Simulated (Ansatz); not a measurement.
## A ladder of methods for [SnH5]− (SMILES [H][Sn-]([H])([H])([H])[H])

[SnH5]−: 6 atoms, total charge -1, spin state singlet. As SMILES, `[H][Sn-]([H])([H])([H])[H]`. Geometry: a GFN2-xTB relaxation, a rough one for these elements and not checked as a minimum.

```xyz
6

Sn    0.0004   -0.0014    0.0004
H    -0.0201   -0.0063    1.8858
H     0.0203    0.0107   -1.8880
H     1.7828    0.0108    0.0189
H    -0.9025    1.5360   -0.0034
H    -0.8810   -1.5498   -0.0136
```

Each level gives the energy change with the Sn1–H2 bond stretched from 1.885 to 2.357 Å (eV). The values are calculated.

```csv
level,kind,program,value (eV),less FCI/STO-3G,CPU time (all runs)
r2SCAN/STO-3G (restricted),meta-GGA,Ansatz,1.08,-0.15,4.4 s
B3LYP/STO-3G (restricted),global hybrid,Ansatz,1.10,-0.13,2.3 s
PBE0/STO-3G (restricted),global hybrid,Ansatz,1.15,-0.08,2.4 s
CAM-B3LYP/STO-3G (restricted),range-separated hybrid,Ansatz,1.22,-0.01,2.6 s
CCSD(T)/STO-3G (restricted),coupled cluster or CI,Ansatz,1.23,0.00,0.94 s
CCSD/STO-3G (restricted),coupled cluster or CI,Ansatz,1.24,+0.01,0.93 s
CCSDT/STO-3G (restricted),coupled cluster or CI,Ansatz,1.22,-0.01,0.99 s
CCSDTQ/STO-3G (restricted),coupled cluster or CI,Ansatz,1.23,0.00,15 s
FCI/STO-3G,exact in the basis,Ansatz,1.23,0.00,4.2 s
```

FCI/STO-3G is exact within its basis and frozen core, so for wave-function methods in that basis the difference is their error; functionals converge differently with the basis, so for them it is only a difference. All-electron rows without a relativistic Hamiltonian named are non-relativistic. Sets without diffuse functions describe the anion poorly. The first shape isn't each level's own minimum. The values span 1.08 to 1.24 eV. All rows use very small basis sets, so even the best lies far from the true value. In the correlated wave-function rows the outer d shell of Sn is correlated, in sets not made for it. CPU times are rough (shared hosts, several kinds of processor): they show what a rung costs within a factor of a few.

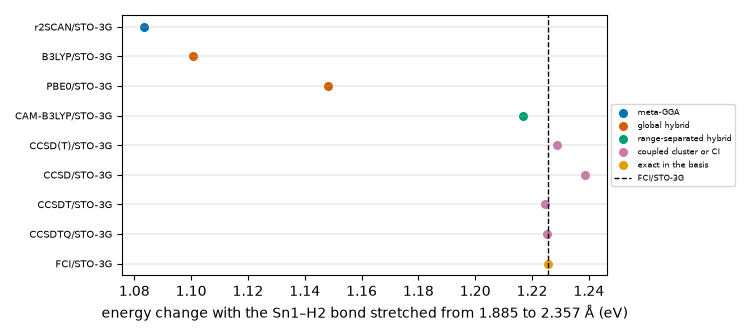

The values of the table, level by level.
